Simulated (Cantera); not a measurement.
Feed: 1 mol CH₄, 0.036 mol CO₂, held at 2250 Torr.

Method: chemical equilibrium by Gibbs-energy minimisation in Cantera with the NASA 1993 tables (ideal gas, pure condensed phases). Candidate condensed phases: C, C₆H₆, C₇H₈, C₈H₁₈, H₂O; 110 gas species. Equilibrium is a limit: real reactors are often held back by kinetics, nucleation or transport.

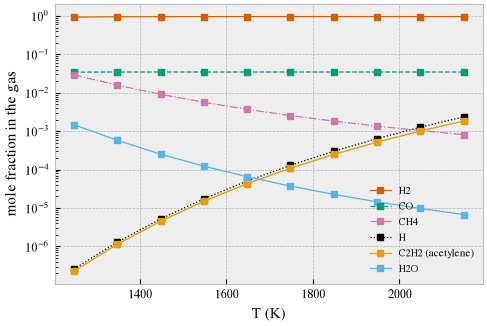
Fig. 1. Equilibrium gas composition (values under 1e-9 drawn at 1e-9)

Read off the mole fractions at 1348 K.

H₂ about 0.95, CO about 0.035, CH₄ about 0.016, H₂O about 0.00058, H about 1.3e-6, C₂H₂ (acetylene) about 1.1e-6.
